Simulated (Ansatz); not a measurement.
# Titanium, dhcp under PBEsol: structure, energy and stiffness, part 2 of 2

What does PBEsol give for titanium in the dhcp structure? We relax it, solve it on a dense k-mesh, then scale the cell to 7 volumes from 88 to 112 % of the relaxed one and try a fit of the equation of state. Spin polarisation is left out. The k-meshes are 12×12×4 for the relaxation; 16×16×5 for the dense run; 14×14×4 for the volumes.

Ansatz 0.2.0; DFT, PBEsol, plane waves (420 eV) with PAW, scalar-relativistic.

## 6. The cell scaled to 96 % of its volume

input.yaml reads:

```yaml
crystal:
  lattice:
    - [2.8561738464, 0.0, 0.0]
    - [-1.4280869232, 2.4735191087, 0.0]
    - [0.0, 0.0, 9.1398506442]
  atoms:
    - { symbol: Ti, position: [0.0, 1.0, 0.0] }
    - { symbol: Ti, position: [0.0, 1.0, 0.5] }
    - { symbol: Ti, position: [0.3333333333, 0.6666666667, 0.25] }
    - { symbol: Ti, position: [0.6666666667, 0.3333333333, 0.75] }
hamiltonian:
  xc: pbesol
  pseudopotentials:
    kind: paw
    azcp:
      Ti: "pseudopotentials/Ti.paw.azcp"
basis:
  ecutwfc: 420
  fft_grid_basis: typed
kpoints:
  mp_grid: { grid: [14, 14, 4], shift: [0, 0, 0] }
magnetization:
  spin_polarized: false
scf:
  occupations: { method: fermi_dirac, width: 0.1 }
  lower_state_search: "off"
output:
  stress: true
  write_density: true
  write_potential: true
  elf: true
  volumetric_format: npy
```

The log of the run (excerpt; [...] marks lines left out):

```text
Warning: <dir> the record states the generating functional pbe (its physics header spells it `PBE`), which answers neither for hamiltonian.xc's functional nor for the pbesol family's — results may be inconsistent (PPs are generated against a specific XC)
Warning: RAYON_NUM_THREADS=2 ignored (pool sized by the plan → 2); use --threads N
[...]
Pseudopotentials: kind: paw
Pseudopotential: Ti, paw, valence charge 12, recommended cutoff 420 eV (normal), <dir>
Functional definition: PBEsol
[...]
Crystal: 4 atoms, lattice volume = 64.571 Å³
Basis set: ecut = 420 eV, 1255 PW (Γ)
Bands: 29, of which v1, the nominal top of the filled ones, is band 24 counted from 1 (23 counted from 0)
Symmetry: 24 space group operations
Space group: P63/mmc (ITA 194), of the structure as read, at distance tolerance 4.0e-5 Å
k-points: 72 of 784
[...]
SCF iter   1: F=—  HF=-9895.477340 eV  |F-HF|=—  |Δ(HF+E_count)|=         —  Δρ=8.65e-3  dr2=5.54e-2  ethr=1.77e-3  ⟨swp⟩=4.3  Hψ=8012  notcnv=0
[...]
SCF iter   6: F=-9895.463085 eV  HF=-9895.463085 eV  |F-HF|=6.64e-9  |Δ(HF+E_count)|=   7.76e-8  Δρ=5.65e-6  dr2=1.87e-8  ethr=2.08e-10  ⟨swp⟩=7.9  Hψ=12160  notcnv=0
[...]
SCF converged after 6 iterations
Free energy (F): -9895.463085 eV
[...]
E sigma→0 (E₀):  -9895.362735 eV
Entropy (-TS):   -0.200701 eV (-50.175 meV/atom)
Fermi energy:    14.355330 eV
[...]
--- Stress (GPa, compression-positive) ---
        5.146724      -0.000000       0.000000
       -0.000000       5.146724       0.000000
        0.000000       0.000000       5.181057
  P = ⅓ Tr σ = 5.1582 GPa (51.582 kbar)
--- Band table (eV; the first three rows and the last of 72) ---
[...]
```

Wall time 2.8 s (2 threads of Intel Xeon Platinum 8488C (Sapphire Rapids), shared host); peak memory 0.49 GiB.

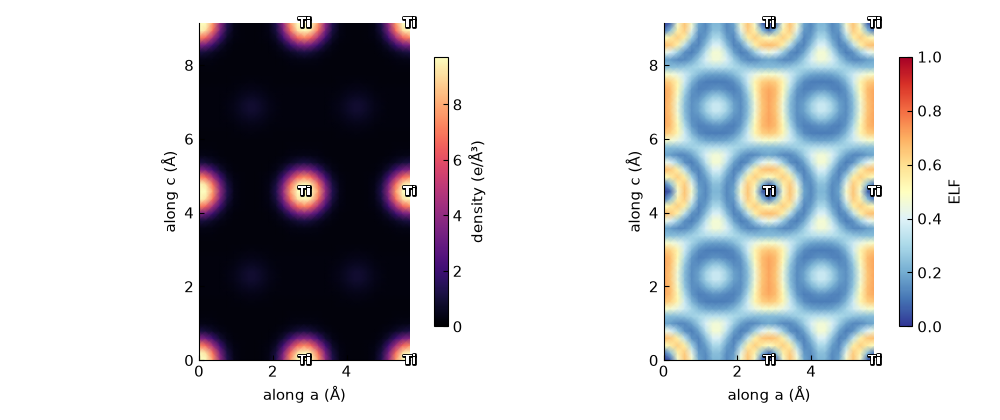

Density (left) and ELF (right) in a lattice plane of the grid's cell (edges 2.86 and 9.14 Å, at 1.000 of the third edge), which holds Ti. Only atoms in the plane are labelled. Both are smooth fields of the valence electrons: close to the nuclei they are not physical.

Maxima of ELF outside the ion cores: 0.76 between the atoms, 2.0 Å from Ti.

## 7. The cell scaled to 100 % of its volume

input.yaml: that of step 6 with these lines changed.

```diff
@@ -2,5 +2,5 @@
   lattice:
-    - [2.8561738464, 0.0, 0.0]
-    - [-1.4280869232, 2.4735191087, 0.0]
-    - [0.0, 0.0, 9.1398506442]
+    - [2.8953043781, 0.0, 0.0]
+    - [-1.447652189, 2.5074071431, 0.0]
+    - [0.0, 0.0, 9.2650696379]
   atoms:
@@ -28,5 +28 @@
   stress: true
-  write_density: true
-  write_potential: true
-  elf: true
-  volumetric_format: npy
```

The log of the run (excerpt; [...] marks lines left out):

```text
Warning: <dir> the record states the generating functional pbe (its physics header spells it `PBE`), which answers neither for hamiltonian.xc's functional nor for the pbesol family's — results may be inconsistent (PPs are generated against a specific XC)
Warning: RAYON_NUM_THREADS=2 ignored (pool sized by the plan → 2); use --threads N
[...]
[... 3 set-up lines as earlier in the session ...]
[...]
Crystal: 4 atoms, lattice volume = 67.262 Å³
Basis set: ecut = 420 eV, 1315 PW (Γ)
Bands: 29, of which v1, the nominal top of the filled ones, is band 24 counted from 1 (23 counted from 0)
[... 2 set-up lines as earlier in the session ...]
k-points: 72 of 784
[...]
SCF iter   1: F=—  HF=-9895.520304 eV  |F-HF|=—  |Δ(HF+E_count)|=         —  Δρ=8.69e-3  dr2=6.29e-2  ethr=1.77e-3  ⟨swp⟩=4.3  Hψ=8010  notcnv=0
[...]
SCF iter   6: F=-9895.505508 eV  HF=-9895.505508 eV  |F-HF|=8.01e-9  |Δ(HF+E_count)|=   1.06e-7  Δρ=6.10e-6  dr2=2.32e-8  ethr=2.08e-10  ⟨swp⟩=4.0  Hψ=6582  notcnv=0
[...]
SCF converged after 6 iterations
Free energy (F): -9895.505508 eV
[...]
E sigma→0 (E₀):  -9895.402564 eV
Entropy (-TS):   -0.205886 eV (-51.472 meV/atom)
Fermi energy:    13.683302 eV
[...]
--- Stress (GPa, compression-positive) ---
        0.065274       0.000000       0.000000
        0.000000       0.065274      -0.000000
        0.000000      -0.000000       0.008147
  P = ⅓ Tr σ = 0.0462 GPa (0.462 kbar)
```

It took 2.3 s on 2 threads of Intel Xeon Platinum 8488C (Sapphire Rapids), shared host; peak memory 0.48 GiB.

## 8. The cell scaled to 104 % of its volume

input.yaml: that of step 7 with these lines changed.

```diff
@@ -2,5 +2,5 @@
   lattice:
-    - [2.8953043781, 0.0, 0.0]
-    - [-1.447652189, 2.5074071431, 0.0]
-    - [0.0, 0.0, 9.2650696379]
+    - [2.9334048576, 0.0, 0.0]
+    - [-1.4667024288, 2.5404031263, 0.0]
+    - [0.0, 0.0, 9.3869924307]
   atoms:
@@ -28 +28,5 @@
   stress: true
+  write_density: true
+  write_potential: true
+  elf: true
+  volumetric_format: npy
```

The log of the run (excerpt; [...] marks lines left out):

```text
Warning: <dir> the record states the generating functional pbe (its physics header spells it `PBE`), which answers neither for hamiltonian.xc's functional nor for the pbesol family's — results may be inconsistent (PPs are generated against a specific XC)
Warning: RAYON_NUM_THREADS=2 ignored (pool sized by the plan → 2); use --threads N
[...]
[... 3 set-up lines as earlier in the session ...]
[...]
Crystal: 4 atoms, lattice volume = 69.952 Å³
Basis set: ecut = 420 eV, 1375 PW (Γ)
Bands: 29, of which v1, the nominal top of the filled ones, is band 24 counted from 1 (23 counted from 0)
[... 2 set-up lines as earlier in the session ...]
k-points: 72 of 784
[...]
SCF iter   1: F=—  HF=-9895.484637 eV  |F-HF|=—  |Δ(HF+E_count)|=         —  Δρ=8.77e-3  dr2=7.01e-2  ethr=1.77e-3  ⟨swp⟩=4.3  Hψ=8017  notcnv=0
[...]
SCF iter   6: F=-9895.469256 eV  HF=-9895.469256 eV  |F-HF|=9.95e-9  |Δ(HF+E_count)|=   1.55e-7  Δρ=6.92e-6  dr2=3.17e-8  ethr=2.08e-10  ⟨swp⟩=8.0  Hψ=12914  notcnv=0
[...]
SCF converged after 6 iterations
Free energy (F): -9895.469256 eV
[...]
E sigma→0 (E₀):  -9895.363472 eV
Entropy (-TS):   -0.211567 eV (-52.892 meV/atom)
Fermi energy:    13.060810 eV
[...]
--- Stress (GPa, compression-positive) ---
       -4.205265      -0.000000       0.000000
        0.000000      -4.205265       0.000000
        0.000000       0.000000      -4.295958
  P = ⅓ Tr σ = -4.2355 GPa (-42.355 kbar)
--- Band table (eV; the first three rows and the last of 72) ---
[...]
```

Wall time 3 s (2 threads of Intel Xeon Platinum 8488C (Sapphire Rapids), shared host); peak memory 0.49 GiB.

## 9. The cell scaled to 108 % of its volume

input.yaml: that of step 8 with these lines changed.

```diff
@@ -2,5 +2,5 @@
   lattice:
-    - [2.9334048576, 0.0, 0.0]
-    - [-1.4667024288, 2.5404031263, 0.0]
-    - [0.0, 0.0, 9.3869924307]
+    - [2.9705405069, 0.0, 0.0]
+    - [-1.4852702534, 2.572563542, 0.0]
+    - [0.0, 0.0, 9.5058277351]
   atoms:
@@ -28,5 +28 @@
   stress: true
-  write_density: true
-  write_potential: true
-  elf: true
-  volumetric_format: npy
```

The log of the run (excerpt; [...] marks lines left out):

```text
Warning: <dir> the record states the generating functional pbe (its physics header spells it `PBE`), which answers neither for hamiltonian.xc's functional nor for the pbesol family's — results may be inconsistent (PPs are generated against a specific XC)
Warning: RAYON_NUM_THREADS=2 ignored (pool sized by the plan → 2); use --threads N
[...]
[... 3 set-up lines as earlier in the session ...]
[...]
Crystal: 4 atoms, lattice volume = 72.643 Å³
Basis set: ecut = 420 eV, 1387 PW (Γ)
Bands: 29, of which v1, the nominal top of the filled ones, is band 24 counted from 1 (23 counted from 0)
[... 1 set-up line as earlier in the session ...]
Space group: P63/mmc (ITA 194), of the structure as read, at distance tolerance 4.2e-5 Å
k-points: 72 of 784
[...]
SCF iter   1: F=—  HF=-9895.383100 eV  |F-HF|=—  |Δ(HF+E_count)|=         —  Δρ=8.82e-3  dr2=7.35e-2  ethr=1.77e-3  ⟨swp⟩=4.3  Hψ=8038  notcnv=0
[...]
SCF iter   6: F=-9895.367173 eV  HF=-9895.367173 eV  |F-HF|=1.55e-8  |Δ(HF+E_count)|=   2.56e-7  Δρ=7.51e-6  dr2=4.14e-8  ethr=2.08e-10  ⟨swp⟩=2.7  Hψ=7125  notcnv=0
[...]
SCF converged after 6 iterations
Free energy (F): -9895.367173 eV
[...]
E sigma→0 (E₀):  -9895.258247 eV
Entropy (-TS):   -0.217851 eV (-54.463 meV/atom)
Fermi energy:    12.482542 eV
[...]
--- Stress (GPa, compression-positive) ---
       -7.783471      -0.000000      -0.000000
        0.000000      -7.783471      -0.000000
       -0.000000      -0.000000      -7.874000
  P = ⅓ Tr σ = -7.8136 GPa (-78.136 kbar)
```

Wall time 2.5 s (2 threads of Intel Xeon Platinum 8488C (Sapphire Rapids), shared host); peak memory 0.49 GiB.

## 10. The cell scaled to 112 % of its volume

input.yaml: that of step 9 with these lines changed.

```diff
@@ -2,5 +2,5 @@
   lattice:
-    - [2.9705405069, 0.0, 0.0]
-    - [-1.4852702534, 2.572563542, 0.0]
-    - [0.0, 0.0, 9.5058277351]
+    - [3.0067701813, 0.0, 0.0]
+    - [-1.5033850906, 2.6039393603, 0.0]
+    - [0.0, 0.0, 9.6217638896]
   atoms:
```

The log of the run (excerpt; [...] marks lines left out):

```text
Warning: <dir> the record states the generating functional pbe (its physics header spells it `PBE`), which answers neither for hamiltonian.xc's functional nor for the pbesol family's — results may be inconsistent (PPs are generated against a specific XC)
Warning: RAYON_NUM_THREADS=2 ignored (pool sized by the plan → 2); use --threads N
[...]
[... 3 set-up lines as earlier in the session ...]
[...]
Crystal: 4 atoms, lattice volume = 75.333 Å³
Basis set: ecut = 420 eV, 1425 PW (Γ)
Bands: 29, of which v1, the nominal top of the filled ones, is band 24 counted from 1 (23 counted from 0)
[... 2 set-up lines as earlier in the session ...]
k-points: 72 of 784
[...]
SCF iter   1: F=—  HF=-9895.226309 eV  |F-HF|=—  |Δ(HF+E_count)|=         —  Δρ=8.77e-3  dr2=7.13e-2  ethr=1.77e-3  ⟨swp⟩=4.3  Hψ=8034  notcnv=0
[...]
SCF iter   6: F=-9895.210159 eV  HF=-9895.210159 eV  |F-HF|=1.79e-8  |Δ(HF+E_count)|=   2.90e-7  Δρ=8.12e-6  dr2=4.93e-8  ethr=2.08e-10  ⟨swp⟩=2.9  Hψ=7250  notcnv=0
[...]
SCF converged after 6 iterations
Free energy (F): -9895.210159 eV
[...]
E sigma→0 (E₀):  -9895.097776 eV
Entropy (-TS):   -0.224768 eV (-56.192 meV/atom)
Fermi energy:    11.943824 eV
[...]
--- Stress (GPa, compression-positive) ---
      -10.770685       0.000000       0.000000
        0.000000     -10.770685       0.000000
        0.000000       0.000000     -10.843901
  P = ⅓ Tr σ = -10.7951 GPa (-107.951 kbar)
```

It took 2.6 s on 2 threads of Intel Xeon Platinum 8488C (Sapphire Rapids), shared host; peak memory 0.5 GiB.

## 11. Energy and pressure against volume

All volumes keep the relaxed shape and fractional coordinates.

| V (Å³/atom) | E − E₀ (meV/atom) | P from the stress (GPa) | P from the fit (GPa) |
| --- | --- | --- | --- |
| 14.798 | 104.9 | 18.52 | 18.41 |
| 15.470 | 43.4 | 11.25 | 11.11 |
| 16.143 | 9.9 | 5.16 | 5.00 |
| 16.815 | 0.0 | 0.05 | -0.11 |
| 17.488 | 9.8 | -4.24 | -4.41 |
| 18.161 | 36.1 | -7.81 | -8.01 |
| 18.833 | 76.2 | -10.80 | -11.04 |

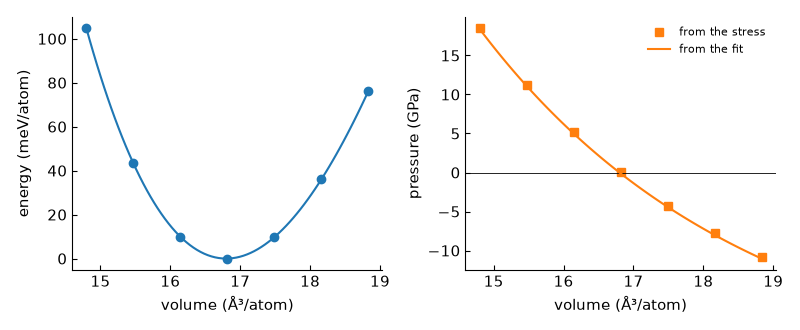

Energy and pressure against volume; the lines are the Birch-Murnaghan fit.

A third-order Birch-Murnaghan fit gives V₀ = 16.799 Å³/atom, B₀ = 117 GPa and B₀′ = 3.4; it misses no point by more than 0.03 meV/atom.

Fit and stress differ a little: one follows E(σ → 0), the other the smeared free energy.

## 12. Outcome

The summary covers parts 1 to 2.

| quantity | value |
| --- | --- |
| space group (spins left aside) | P6_3/mmc (No. 194) |
| conventional cell | a = 2.895 Å, c = 9.265 Å (c/a = 3.200) |
| volume | 16.815 Å³/atom |
| shortest distance | 2.856 Å |
| gap on the mesh | none (levels filled in part) |
| relative to hcp | +46 meV/atom |
| V₀, B₀, B₀′ | 16.799 Å³/atom, 117 GPa, 3.4 |

In words: From the guessed start the volume shrank by 4.8 % in 6 steps. Against the reference form of titanium (hcp, computed apart with the same settings) it stands 46 meV/atom higher. No gap shows: it is a metal or semimetal at this level. B₀ comes out at 117 GPa; letting shape and positions relax at each volume could only lower it. Relaxation kept the symmetry; phonons were not checked.
